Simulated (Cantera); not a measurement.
A closed system holds: 1 mol FeS, a varied amount of H2, at 948.15 K and 0.0133 bar.

These are equilibrium values from Cantera (NASA tables, ideal gas, pure condensed phases), not measurements of a reactor. Candidate condensed phases: Fe, FeS, FeS2, S; 8 gas species. FeS: taken at fixed stoichiometry. Rates play no part.

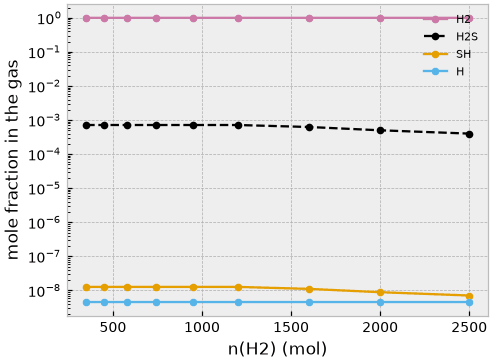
Equilibrium gas composition (values under 1e-9 drawn at 1e-9)

From 350 mol H2 to 1200 mol H2 the condensed part is Fe(α) + FeS(s). From 1600 mol H2 to 2500 mol H2 the condensed part is Fe(α).
